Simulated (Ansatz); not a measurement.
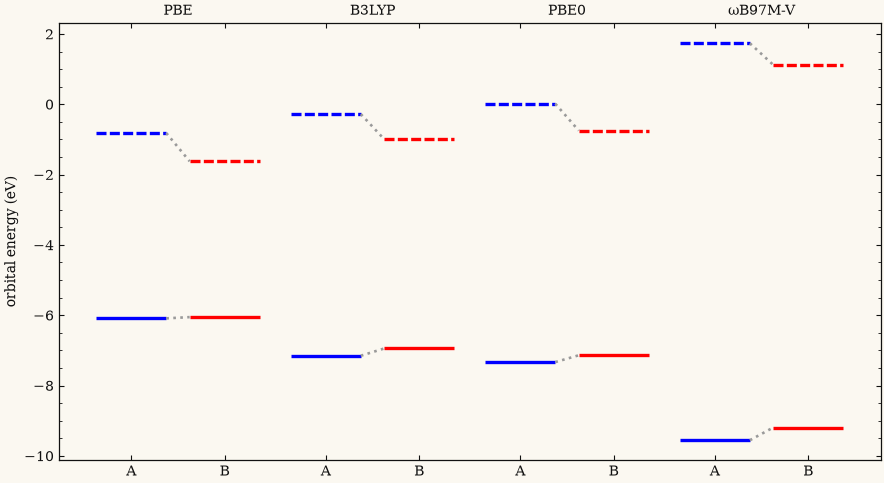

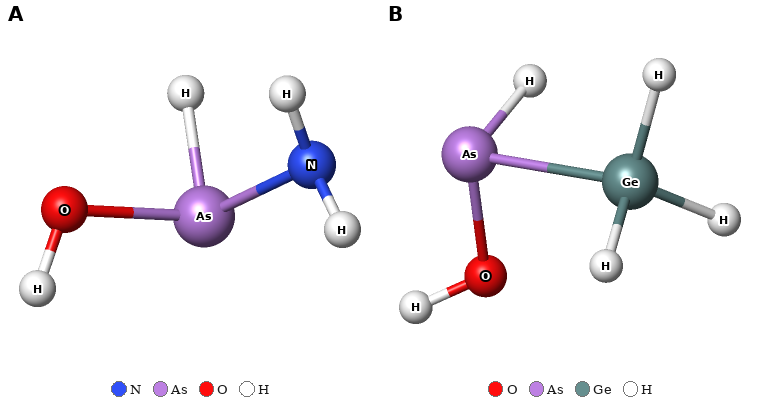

One change: A, AsNH₄O (SMILES N[AsH]O), becomes B, GeAsH₅O (SMILES O[AsH][GeH3]). NH₂ on As is replaced by GeH₃. HOMO (solid) and LUMO (dashed) computed in def2-TZVPP at PBE0-D4/def2-TZVP geometries, both minima by their frequencies, gas phase, the Ansatz code. Empty levels above zero depend strongly on the basis.

### What does the change do to HOMO and LUMO?

PBE: the HOMO rises by 0.04 eV, the LUMO falls by 0.80 eV, and the separation goes from 5.27 to 4.43 eV. B3LYP: the HOMO rises by 0.21 eV, the LUMO falls by 0.71 eV, and the separation goes from 6.87 to 5.95 eV. PBE0: the HOMO rises by 0.19 eV, the LUMO falls by 0.76 eV, and the separation goes from 7.35 to 6.39 eV. ωB97M-V: the HOMO rises by 0.36 eV, the LUMO falls by 0.61 eV, and the separation goes from 11.29 to 10.32 eV.

### Do the functionals agree on the effect?

They agree on the direction for both levels; the HOMO shift lies between 0.04 and 0.36 eV and the LUMO shift between −0.80 and −0.61 eV, while the separations themselves differ by up to 6.0 eV between functionals.
